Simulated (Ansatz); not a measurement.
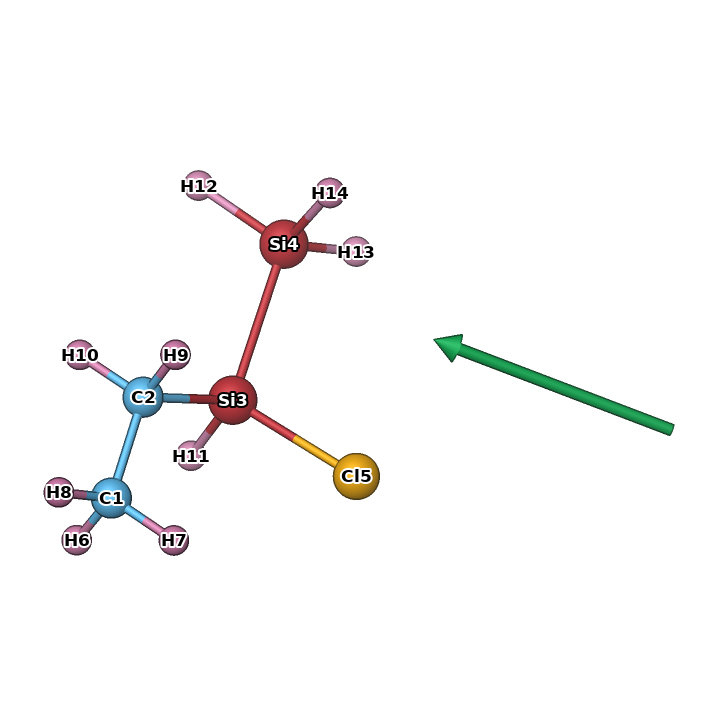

The arrow beside the molecule shows the direction of the dipole moment, from the negative to the positive end (its length means nothing). The geometry was computed by an optimisation with PBE0-D4/def2-TZVP. No frequency run is at hand to confirm it as a minimum. Level of theory: RKS ωB97M-V/def2-TZVPP (Ansatz 0.2.0).

Estimate the dipole moment.

Answer. 1.80 D; it points from the side of Cl5 to the side of H8, H10 (the outermost atoms at the two ends).
